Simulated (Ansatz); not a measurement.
# One crystal, many levels of theory: SiGe (zincblende [001] superlattice) (Pmma), part 2 of 2

What gap does each level of theory give for SiGe (zincblende [001] superlattice) (Pmma), and in what time?

Ansatz 0.2.0; density functionals, hybrids and G0W0, plane waves, PAW. Known limits of the many-body steps: finite bands, screening cutoff and k mesh; no spin-orbit coupling in G0W0.

So far. Step 4 (HSE06 on the 4×4×4 mesh): Over mesh and listed points the gap is 0.923 eV, from k = Γ to k = (0.500, 0.500, 0.000). The least direct gap found is 1.128 eV, at k = Γ. HSE06 against LDA: 0.923 − 0.277 = +0.646 eV. The runs also differ in mesh (6×6×4 and 4×4×4) and occupations, so how much of this comes from the functional alone is not known. The program's warnings for this run: structure snapped to symmetry.

The structure was built from a prototype and need not be the compound's stable phase.

In doubt: masses and optical values from hybrid runs of this build are listed as unsure (step 6), which bears on the screening that GW takes from such a start.

### Step 6. G0W0@HSE06, 6×6×4 mesh, 130 empty bands, screening to 78 eV, PAW set soft_1 files

This step: G0W0 on HSE06, plane waves, PAW; PAW set soft_1.

The input, input.yaml:

```yaml
crystal:
  lattice:
    - [3.8928407089, 0.0, 0.0]
    - [0.0, 3.8992725039, 0.0]
    - [0.0, 0.0, 5.4823038652]
  atoms:
    - { symbol: Si, position: [0.0, 0.0, 0.1246594636] }
    - { symbol: Si, position: [0.5, 0.0, 0.3649525715] }
    - { symbol: Ge, position: [0.5, 0.5, 0.6142127145] }
    - { symbol: Ge, position: [0.0, 0.5, 0.8753722404] }
kpoints:
  mp_grid: { grid: [6, 6, 4] }
hamiltonian:
  xc: hse06
  pseudopotentials: { kind: paw, azcp: { folder: soft_1 } }
scf:
  occupations: { method: fixed }
gw:
  n_empty_bands: 130
  ecut_chi: 78
  qp_bands: [v2, c2]
  qp_kpoints: band_edges
  screening: { model: contour_deformation }
```

On the command line:

```
ansatz run input.yaml --threads 3 --pin off --max-ram 92160MiB --backend cuda --events-out ev --progress --plain --runs-dir out --devices 1 --max-vram 13GiB
```

Numbers of over 12 decimals in the logs are rounded to 6 here.

The program printed:

```text
[...]
GPUs: using 1 of 1 available (devices: 1).
[...]
GPU FFT provider: cuFFT
GPU libraries: cuBLAS 13.8.2, cuFFT 12.4.0, cuSOLVER 12.3.4
Crystal: 4 atoms, lattice volume = 83.217 Å³
Basis set: ecut = 420 eV, 1659 PW (Γ)
Bands: 22, of which v1, the nominal top of the filled ones, is band 18 counted from 1 (17 counted from 0)
Symmetry: 8 space group operations
[...]
k-points: 48 of 144
[...]
1    19      8.4286    -6.9416    -3.4530   -10.3978  0.8010     8.4318     8.4318  root
     1    20      9.4569    -6.2826    -3.7793   -10.0270  0.7955     9.4219     9.4219  root
[...]
45    17      4.1783   -15.1363     1.8963   -13.2484  0.7664     4.1868     4.1868  root
    45    18      4.1783   -15.1363     1.8963   -13.2484  0.7664     4.1868     4.1868  root
    45    19      8.3675    -6.8512    -3.4565   -10.3141  0.8030     8.3738     8.3738  root
    45    20      8.3675    -6.8512    -3.4565   -10.3141  0.8030     8.3738     8.3738  root
[key lines of the parts left out:]
Free energy (F): -9864.239644 eV
Fermi energy:    7.463062 eV
```

The job ended after 97 s (1 × NVIDIA H100 80GB HBM3 (shared by 6 runs) with 3 threads of AMD EPYC 7R13 (Zen 3), shared host; peak memory 2.1 GiB).

This step gave:

```yaml
bands_summed: 148
rpa_eps_infinity_on_this_mesh_eigenvalues: 10.56, 11.66, 11.82
plane_waves_in_the_screening_matrix: 123
g0w0_gap_over_the_corrected_points: 0.9433 eV
k_of_the_valence_top: 0, 0, 0
k_of_the_conduction_bottom: -0.5, -0.5, 0
starting_gap_on_the_mesh: 0.9044 eV
z_at_the_valence_top: 0.7939
z_at_the_conduction_bottom: 0.8030
least_direct_g0w0_gap_over_the_corrected_points: 1.127 eV
```

Over 15 of 48 irreducible mesh points the G0W0 gap is 0.943 eV, from k = Γ to k = (-0.500, -0.500, 0.000). The HSE06 gap of this run on the mesh is 0.904 eV. The two states that bound the G0W0 gap lie that far apart at the start, so the correction of the gap is 0.943 − 0.904 = +0.039 eV. G0W0@HSE06 against G0W0@LDA with 298 bands: 0.943 − 0.733 = +0.210 eV. The runs also differ in empty bands (280 and 130) and screening cutoff (eV) (130.0 and 78), so how much of this comes from the start alone is not known. The program's warnings for this run: structure snapped to symmetry.

### Step 7. All levels together

Each gap is the least one over the points named; times are wall times on shared hosts, not benchmarks. A G0W0 time includes the run's own self-consistent start. Runs with listed points see these and the mesh alone, so an edge that moves elsewhere is missed. Rows marked * are further runs, not shown as steps, whose inputs differ from the G0W0 step on the same start in the columns given; solver thresholds can differ too. Symmetry makes (0.500, 0.500, 0.000) and (-0.500, -0.500, 0.000) one point.

```csv
level,mesh,"files, cutoff","bands summed, screening",points,gap (eV),valence top,conduction bottom,least direct gap (eV),time
LDA,6×6×4,"soft_1 PAW, 420 eV",-,mesh and path,0.277,Γ,"(0.500, 0.500, 0.000)",0.453,3.6 s
LDA+SOC,6×6×4,"soft_1 PAW, 420 eV",-,mesh and listed points,0.235,Γ,"(0.500, 0.500, 0.000)",0.411,11 s
HSE06,4×4×4,"soft_1 PAW, 420 eV",-,mesh and listed points,0.923,Γ,"(0.500, 0.500, 0.000)",1.128,16 s
G0W0@LDA*,6×6×4,"soft_1 PAW, 420 eV","88, 52 eV",15 of 48 irreducible mesh points,0.545,Γ,"(-0.500, -0.500, 0.000)",0.735,22 s
G0W0@LDA,6×6×4,"soft_1 PAW, 420 eV","298, 130 eV",15 of 48 irreducible mesh points,0.733,Γ,"(-0.500, -0.500, 0.000)",0.923,43 s
G0W0@HSE06,6×6×4,"soft_1 PAW, 420 eV","148, 78 eV",15 of 48 irreducible mesh points,0.943,Γ,"(-0.500, -0.500, 0.000)",1.127,97 s
```

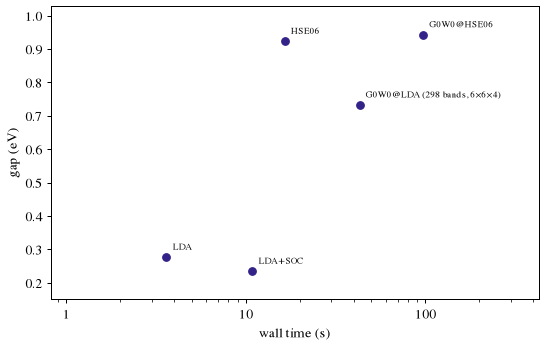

Gap against wall time for the runs shown as steps.

### Step 8. Outcome

```yaml
lda_over_mesh_and_path: 0.277 eV
lda_soc_over_mesh_and_listed_points: 0.235 eV
hse06_over_mesh_and_listed_points: 0.923 eV
g0w0_lda_298_bands_6x6x4_over_15_of_48_irreducible_mesh_points: 0.733 eV
g0w0_hse06_over_15_of_48_irreducible_mesh_points: 0.943 eV
known_limits: finite bands, screening cutoff and k mesh; no spin-orbit coupling in G0W0
```

In words: The rows run from 0.235 eV (LDA+SOC) to 0.943 eV (G0W0@HSE06). They differ in mesh, bands and screening cutoff of G0W0 and the points over which the gap was sought as well as in level, so only pairs that share these are like for like. LDA+SOC against LDA: 0.235 − 0.277 = −0.042 eV, with the same mesh, set of files (read in its fully relativistic form for the spin-orbit run) and cutoff, and both edges at the same k points. The spin-orbit run sees mesh and listed points alone, so its gap is an upper bound: the coupling can move an edge off these points, and the change over the zone, its sign included where it is small, is not known. G0W0@LDA (298 bands, 6×6×4) moves the gap of its own start on the mesh by 0.733 − 0.277 = +0.456 eV, between the same two levels. Both edges that LDA shows over mesh and path lie at k points where levels were corrected. Levels at other points were not corrected, so a lower G0W0 gap elsewhere in the zone is not ruled out. G0W0@HSE06 moves the gap of its own start on the mesh by 0.943 − 0.904 = +0.039 eV, between the same two levels. Both edges that HSE06 shows over mesh and listed points lie at k points where levels were corrected. Levels at other points were not corrected, so a lower G0W0 gap elsewhere in the zone is not ruled out. What spin-orbit coupling does to the G0W0 levels was not computed, so no sum with the G0W0 gap is formed. For G0W0@LDA: from 88 bands and 52 eV to 298 bands and 130 eV the gap moves by 0.733 − 0.545 = +0.188 eV; bands and screening cutoff rise together, so their parts are not told apart. Two runs can't test a law of convergence, so the limit is not known. The other G0W0 rows are shown at one basis each (148 bands), so their distance from the limit is not known here. For G0W0@LDA (298 bands, 6×6×4): the program's warnings for this run: structure snapped to symmetry. The program marks 7 of the 60 corrected levels as in doubt (Σc rises), neither edge state among them. For G0W0@HSE06: the program's warnings for this run: structure snapped to symmetry. For the further run with 88 bands on the 6×6×4 mesh, the program warns: structure snapped to symmetry. The G0W0 runs are scalar-relativistic. No pair of G0W0 runs that differ in the mesh alone is shown (6×6×4 is a supercell whose nearest images lie 22 Å apart), so the error from the mesh is not known here. G0W0 is shown with one set of atomic data (soft_1 PAW), so the error from the files is not known here.

[Paths, hosts, dates, memory and timing lines, banners, echoed tables and standing remarks are left out of the program output.]

[Logs are printed without paths, hosts, clocks, repeated set-up lines and the standing remarks that a program may print on its own settings, such as how far it seeks lower states.]

[Runs of the session that timed out or met a known fault of the program may be left out.]

[Cells called generated may have been cut or substituted from an entry of the Crystallography Open Database or the Materials Project.]

[Hosts, paths, dates, database ids (printed as entryN), source tags and the programs' standing remarks are cut or masked in the printed files.]

[Where an RPA ε∞ is given, it is that of the G0W0 mesh and is not shown converged in it. Names of k-points follow the symmetry that the program found, which can be lower than the space group named. Band edges on a path are those of the sampled points; other points can move an edge, and change direct to indirect where valleys lie close.]

[Hybrid gaps are those of their k-mesh and are not shown converged in it.]
